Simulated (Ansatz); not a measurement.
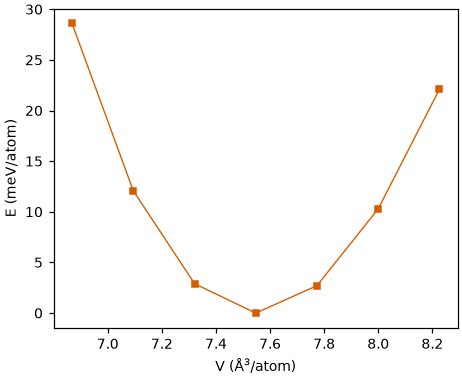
Figure. Be (hcp (Mg type), space group No. 194) under volume change, the program Ansatz at the LDA level (PAW), shape and atoms relaxed at each volume.

What does a third-order Birch–Murnaghan fit give for V₀, B₀ and B′?

V₀ = 7.55 Å³/atom, B₀ = 131 GPa, B′ = 3.3.

Space group P6_3/mmc (hcp (Mg type)). The cell was relaxed with LDA under the symmetry of its start.

Potentials: the later of the program's two PAW sets.
